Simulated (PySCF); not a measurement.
**C$_{4}$HFN$_{2}$O, SMILES `N#Cc1conc1F`: what the electrons do**

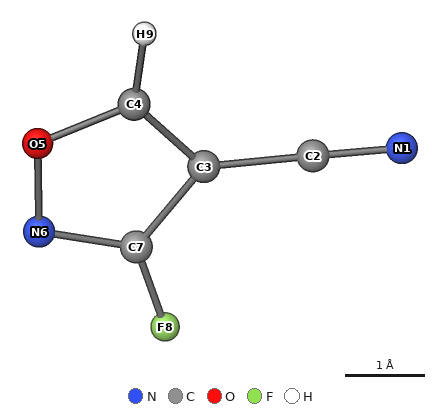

The molecule, with its atoms numbered as below. No frequency check shows the geometry to be a minimum.

Geometry (Å), atoms numbered from 1:

```
N1      -2.9536   -0.1910    0.0000
C2      -1.8119   -0.2670    0.0000
C3      -0.4090   -0.3413    0.0000
C4       0.4128   -1.4406    0.0000
O5       1.6835   -1.0539    0.0000
N6       1.7599    0.2896    0.0000
C7       0.5372    0.7341    0.0000
F8       0.2566    2.0137    0.0000
H9       0.2050   -2.4927    0.0000
```

## 1. Bonding charge

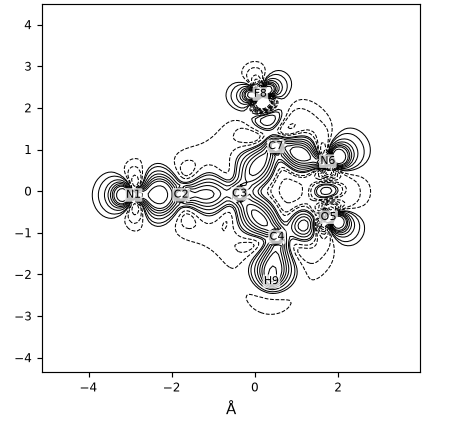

Deformation density (molecule less spherical, spin-averaged free atoms) in the molecular plane; contours at ±0.05 to ±0.8 e/Å³; solid lines: gain, dashed lines: loss.

Level of theory: B3LYP/def2-SVPD (PySCF), at a geometry from GFN2-xTB.

> Describe the bonding that the map shows.

N1–C2: +0.91 e/Å³ at the bond critical point (bond length 1.14 Å). C4–H9: +0.81 e/Å³ at the bond critical point (bond length 1.07 Å). N6–C7: +0.69 e/Å³ at the bond critical point (bond length 1.30 Å). C3–C4: +0.65 e/Å³ at the bond critical point (bond length 1.37 Å). C3–C7: +0.56 e/Å³ at the bond critical point (bond length 1.43 Å). C2–C3: +0.53 e/Å³ at the bond critical point (bond length 1.41 Å). C4–O5: +0.24 e/Å³ at the bond critical point (bond length 1.33 Å). O5–N6: +0.11 e/Å³ at the bond critical point (bond length 1.35 Å). C7–F8: +0.08 e/Å³ at the bond critical point (bond length 1.31 Å); up to 0.6 Å beside the axis the gain reaches +0.30 e/Å³. In all, 2.4 electrons gather in the regions of gain relative to the promolecule. A small or negative value marks a very polar bond, one between electron-rich atoms, whose free-atom densities already overlap strongly, a long bond to a heavier atom, or a closed-shell contact such as a hydrogen bond.

> Where do the Hirshfeld charges lie?

The highest Hirshfeld charge is on C7 (+0.15 e), the lowest on N1 (−0.20 e).

```csv
atom,charge (e)
N1,−0.20
C2,+0.08
C3,−0.02
C4,+0.07
O5,−0.02
N6,−0.10
C7,+0.15
F8,−0.06
H9,+0.09
```

## 2. Bond critical points

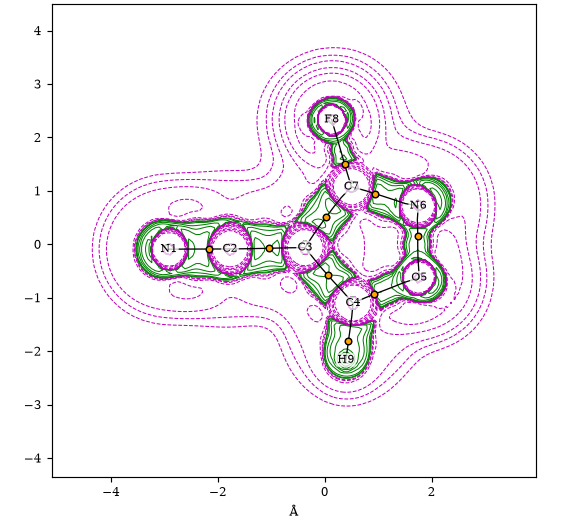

Negative Laplacian of the density (−∇²ρ) in the molecular plane (solid green lines positive, dashed magenta lines negative, contours at ±0.02 to ±8 a.u.), with bond paths and bond critical points (dots).

> Sort the bonds in the plane by the sign of ∇²ρ at their critical points.

Concentrated (∇²ρ < 0): N6–C7 (−1.15 a.u.); O5–N6 (−0.61 a.u.); C3–C4 (−0.81 a.u.); C4–O5 (−0.05 a.u.); C4–H9 (−1.24 a.u.); C2–C3 (−0.75 a.u.); C3–C7 (−0.69 a.u.). Depleted (∇²ρ > 0): N1–C2 (+0.33 a.u., H = −0.908); C7–F8 (+0.20 a.u., H = −0.410). A positive Laplacian with clearly negative H marks a strongly polar covalent bond, whose critical point lies close to the core of the less electronegative atom.

> Where along C4–O5 does the critical point lie?

0.44 Å from C4 and 0.89 Å from O5.

## 3. Local ionisation energy

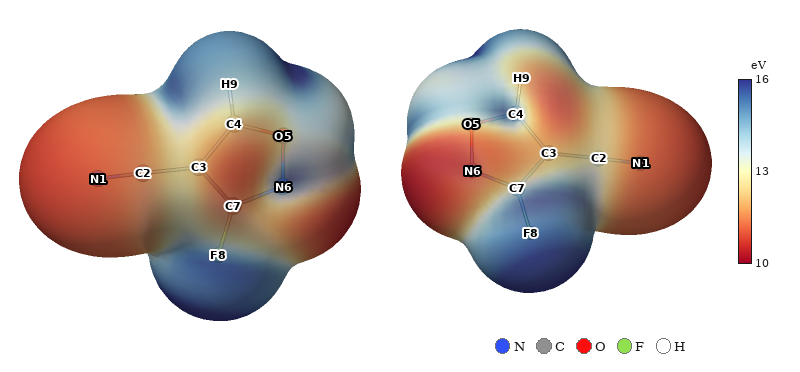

Average local ionisation energy on the surface of electron density 0.001 a.u. (back view left, front view right).

> Locate the minima of the map.

The lowest value is 10.2 eV, 1.9 Å from N6. Further minima include 10.8 eV, 1.9 Å from N1, and at like points elsewhere; 10.9 eV, off the C3–C4 bond (2.1 to 2.2 Å from its atoms), and at like points elsewhere. For comparison, the highest occupied orbital lies at −8.7 eV.

> What volume does the surface enclose, and what is the dipole moment?

About 116 Å³; the dipole moment is 2.7 D.

## 4. The π system

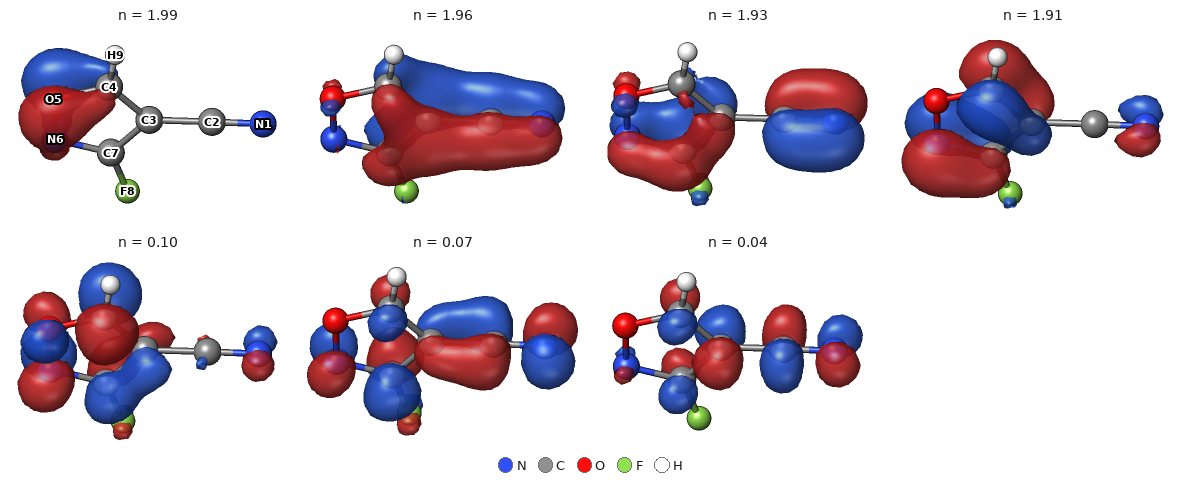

Natural orbitals of the π active space, CASSCF(8,7), singlet state, in order of falling occupation. The active space holds only one of the two perpendicular π systems.

Level of theory: def2-SVP basis (PySCF), at a geometry from GFN2-xTB.

> How multiconfigurational is the state?

The leading determinant weighs 0.90; the effective number of unpaired electrons, Σ n²(2−n)², is 0.12; the most occupied of the weakly occupied orbitals holds 0.10 e, as in an ordinary closed-shell π system. The active space lowers the energy by 2.27 eV against Hartree–Fock.

> Where does the lowest triplet lie relative to the singlet, at this geometry and within this active space?

4.75 eV above it by strongly contracted NEVPT2 (+4.14 eV by CASSCF); a small basis tends to put such gaps a few tenths of an eV too high. This is a vertical energy for π states alone; a state that uses lone pairs or σ orbitals may lie lower.
